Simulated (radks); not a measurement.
# Taking charge from the 3s level of Tc¹⁵⁺ in fractions

Aim: follow energy and eigenvalue as charge leaves the 3s level of Tc¹⁵⁺ bit by bit, and test Janak's theorem, Slater's transition state and the straight-line condition.

Method: scalar-relativistic Kohn-Sham, SCAN, spin-polarised, spherical densities, finite nucleus. Code: radks (a radial shooting solver on a logarithmic mesh, Libxc functionals) version 1.

**1. The system**

```
element            : technetium (Z = 43)
charge             : +15
electrons          : 28
configuration      : [Ne] 3s(up 1, down 1) 3p6 3d10
nuclear rms radius : 4.4112 fm
```

In the logs a row gives level, spin channel, occupation and eigenvalue; Etot, Ekin, Encl (electron-nucleus), Eh (Hartree) and Exc are energies, all in hartree; err is the last residual, it the number of iterations.

A shell typed twice in an input gives spin up, then spin down.

**2. Start: [Ne] 3s(up 1, down 1) 3p6 3d10**

Settings of this run:

```text
Z 43
configuration [Ne] 3s1 3s1 3p6 3d10
relativity scalar-relativistic
functional scan,scan
spin polarised
nucleus finite rms 4.4112 fm
c 137.035999084
```

The program printed:

```text
1s      1   1.0000        -781.51048408
2s      1   1.0000        -122.77686037
2p      1   3.0000        -111.13440090
3s      1   1.0000         -31.49411550
3p      1   3.0000         -27.60861712
3d      1   5.0000         -21.38639993
1s      2   1.0000        -781.51048408
2s      2   1.0000        -122.77686037
2p      2   3.0000        -111.13440090
3s      2   1.0000         -31.49411550
3p      2   3.0000         -27.60861712
3d      2   5.0000         -21.38639993
Etot -4205.742820727331
Ekin 4345.1719284856235
Encl -9766.220821985728
Eh 1333.8739747818436
Exc -118.56790200907021
err 4.175973560547796e-07
it 13
```

The top filled level is 3d, -581.95 eV.

Sizes of the orbitals, from the radial functions (bohr):

| level | occupation | energy (eV) | <r> | outermost maximum (interpolated) | 90 % within | nodes |
| --- | --- | --- | --- | --- | --- | --- |
| 1s | 2 | -21266 | 0.03428 | 0.0223 | 0.0614 | 0 |
| 2s | 2 | -3340.9 | 0.1493 | 0.126 | 0.231 | 1 |
| 2p | 6 | -3024.1 | 0.1302 | 0.101 | 0.212 | 0 |
| 3s | 2 | -857.00 | 0.4101 | 0.370 | 0.603 | 2 |
| 3p | 6 | -751.27 | 0.4096 | 0.363 | 0.616 | 1 |
| 3d | 10 | -581.95 | 0.3878 | 0.308 | 0.613 | 0 |

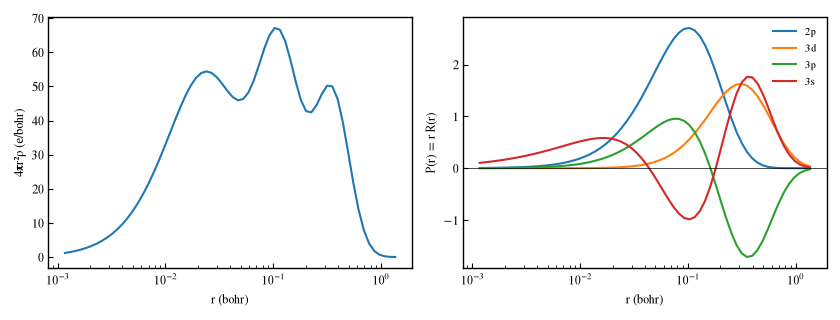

Radial density (left) and radial functions of outer levels (right).

**3. 0.25 electron removed from 3s**

Settings of this run:

```text
Z 43
configuration [Ne] 3s1 3s0.75 3p6 3d10
relativity scalar-relativistic
functional scan,scan
spin polarised
nucleus finite rms 4.4112 fm
c 137.035999084
```

The program printed:

```text
1s      1   1.0000        -782.14583870
2s      1   1.0000        -123.34812075
2p      1   3.0000        -111.71262176
3s      1   1.0000         -31.98261461
3p      1   3.0000         -28.09665477
3d      1   5.0000         -21.88077726
1s      2   1.0000        -782.12933892
2s      2   1.0000        -123.33721709
2p      2   3.0000        -111.69922737
3s      2   0.7500         -31.95131392
3p      2   3.0000         -28.06569433
3d      2   5.0000         -21.85429490
Etot -4197.814320421123
Ekin 4336.960639951729
Encl -9736.195430264874
Eh 1319.2663814993552
Exc -117.8459116073333
err 4.322219919706272e-07
it 13
```

E − E(step 2, start: [Ne] 3s(up 1, down 1) 3p6 3d10) = +215.745 eV. Highest occupied level: 3d down at -594.69 eV.

**4. 0.5 electron removed from 3s**

Settings of this run:

```text
Z 43
configuration [Ne] 3s1 3s0.5 3p6 3d10
relativity scalar-relativistic
functional scan,scan
spin polarised
nucleus finite rms 4.4112 fm
c 137.035999084
```

The program printed:

```text
1s      1   1.0000        -782.78508092
2s      1   1.0000        -123.92257524
2p      1   3.0000        -112.29413178
3s      1   1.0000         -32.47330077
3p      1   3.0000         -28.58698015
3d      1   5.0000         -22.37775798
1s      2   1.0000        -782.75174833
2s      2   1.0000        -123.90001707
2p      2   3.0000        -112.26678856
3s      2   0.5000         -32.40707368
3p      2   3.0000         -28.52223257
3d      2   5.0000         -22.32357550
Etot -4189.771762739927
Ekin 4328.632456819221
Encl -9705.980412496545
Eh 1304.7035576861272
Exc -117.12736474873074
err 4.471584999812633e-07
it 13
```

Energy against step 2 (start: [Ne] 3s(up 1, down 1) 3p6 3d10): +434.595 eV. Highest occupied level: 3d down at -607.46 eV.

**5. 0.75 electron removed from 3s**

Settings of this run:

```text
Z 43
configuration [Ne] 3s1 3s0.25 3p6 3d10
relativity scalar-relativistic
functional scan,scan
spin polarised
nucleus finite rms 4.4112 fm
c 137.035999084
```

The program printed:

```text
1s      1   1.0000        -783.42817848
2s      1   1.0000        -124.50021333
2p      1   3.0000        -112.87891733
3s      1   1.0000         -32.96620578
3p      1   3.0000         -29.07962011
3d      1   5.0000         -22.87735695
1s      2   1.0000        -783.37767902
2s      2   1.0000        -124.46521502
2p      2   3.0000        -112.83688305
3s      2   0.2500         -32.85946872
3p      2   3.0000         -28.97688228
3d      2   5.0000         -22.79387849
Etot -4181.615207261784
Ekin 4320.189333392265
Encl -9675.577722645567
Eh 1290.1865497877898
Exc -116.41336779627312
err 4.6094124742432245e-07
it 13
```

Energy against step 2 (start: [Ne] 3s(up 1, down 1) 3p6 3d10): +656.546 eV. The top filled level is 3d down, -620.25 eV.

**6. 1 electron removed from 3s**

Settings of this run:

```text
Z 43
configuration [Ne] 3s1 3s0 3p6 3d10
relativity scalar-relativistic
functional scan,scan
spin polarised
nucleus finite rms 4.4112 fm
c 137.035999084
```

The program printed:

```text
1s      1   1.0000        -784.07513121
2s      1   1.0000        -125.08102912
2p      1   3.0000        -113.46697314
3s      1   1.0000         -33.46138134
3p      1   3.0000         -29.57462052
3d      1   5.0000         -23.37960356
1s      2   1.0000        -784.00712718
2s      2   1.0000        -125.03280786
2p      2   3.0000        -113.40971113
3s      2   0.0000         -33.30537171
3p      2   3.0000         -29.42745951
3d      2   5.0000         -23.26461227
Etot -4173.34645175537
Ekin 4311.631045631209
Encl -9644.987954301889
Eh 1275.7160555159746
Exc -115.70559860066572
err 4.924794948416679e-07
it 13
```

Energy against step 2 (start: [Ne] 3s(up 1, down 1) 3p6 3d10): +881.550 eV. The top filled level is 3d down, -633.06 eV.

**7. Summary of results**

| removed (e) | E − E(0) (eV) | eigenvalue (eV) | E minus straight line (eV) |
| --- | --- | --- | --- |
| 0 | 0.000 | -857.00 | 0.000 |
| 0.25 | 215.75 | -869.44 | -4.642 |
| 0.5 | 434.59 | -881.84 | -6.180 |
| 0.75 | 656.55 | -894.15 | -4.617 |
| 1 | 881.55 | -906.29 | 0.000 |

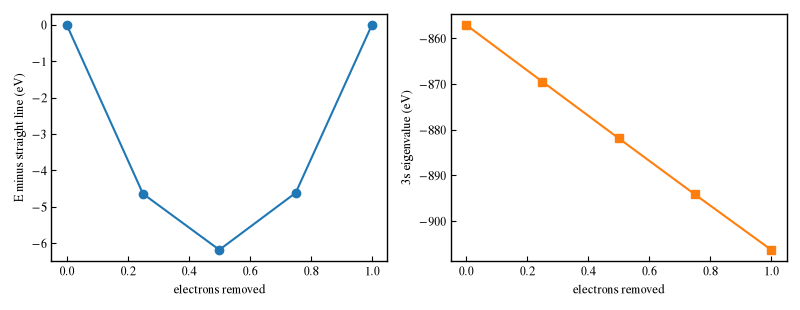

Left: the energy against the straight line between the ends. Right: the eigenvalue of the level emptied.

**Reading.** Removing the whole electron costs 881.55 eV, against 857.00 eV from minus the starting eigenvalue. Slater's transition state, half an electron removed, gives 881.84 eV. The trapezoid integral of minus the eigenvalue gives 881.77 eV over the range, against 881.55 eV from the energies (Janak's theorem; approximate here, since the scalar-relativistic density holds large components alone). The eigenvalue moves by 49.3 eV per electron. E bends below the straight line by 6.18 eV at 0.5 electron removed.
